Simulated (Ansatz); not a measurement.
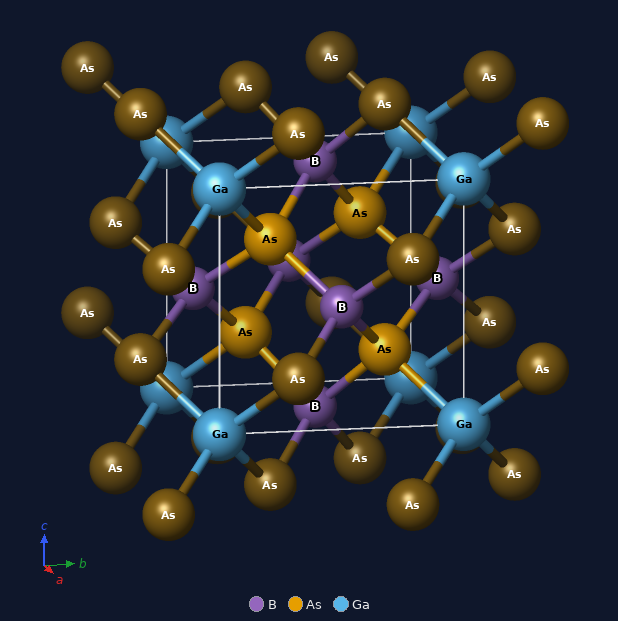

The figure gives a ball-and-stick picture of the atoms, viewed slightly off an axis. Lines trace the edges of the conventional unit cell. Bonded atoms from the next cells complete the picture, in fainter colours.

GaB₃As₄, space group P-43m (No. 215), a = 5.021 Å, b = 5.021 Å, c = 5.021 Å, α = 90.00°, β = 90.00°, γ = 90.00°. Starting structure: a structure type filled with these elements by a generator (whether the compound takes this form wasn't checked). Earlier steps of the study, as a rule a relaxation of our own, may have changed the cell and positions, so they can lie some per cent off the listed ones. Ansatz was used for an electronic-structure calculation on it.

This one geometry was computed with Ansatz (DFT, plane waves, PAW) at five levels of theory: r2SCAN, HSE06, PBE with spin-orbit coupling, PBE and PBE0. It was relaxed beforehand with r2SCAN.

### Which level gives the highest pressure at this volume, and what does that say about its equilibrium volume?

Highest: PBE with spin-orbit coupling (2.3 GPa) and PBE (2.3 GPa), which points to the largest equilibrium volume. Lowest, with the smallest volume: HSE06 (-0.5 GPa) and PBE0 (-0.6 GPa). Levels within 0.5 GPa of each other can't be told apart.

### How does the band gap change with the level of theory?

PBE with spin-orbit coupling: a gap of 0.44 eV, direct; PBE: a gap of 0.53 eV, direct; r2SCAN: a gap of 0.72 eV, direct; HSE06: a gap of 1.16 eV, direct; PBE0: a gap of 1.82 eV, direct.

### Collect the results in a table.

| level | cutoff (eV) | k-mesh of the run's cell | gap (eV) | pressure (GPa) |
| --- | --- | --- | --- | --- |
| r2SCAN | 500 | 6×6×6 | 0.72 | 0.0 |
| HSE06 | 420 | 4×4×4 | 1.16 | -0.5 |
| PBE with spin-orbit coupling | 420 | 6×6×6 | 0.44 | 2.3 |
| PBE | 420 | 6×6×6 | 0.53 | 2.3 |
| PBE0 | 420 | 4×4×4 | 1.82 | -0.6 |

Gaps are taken on the k-mesh or band path of each run.
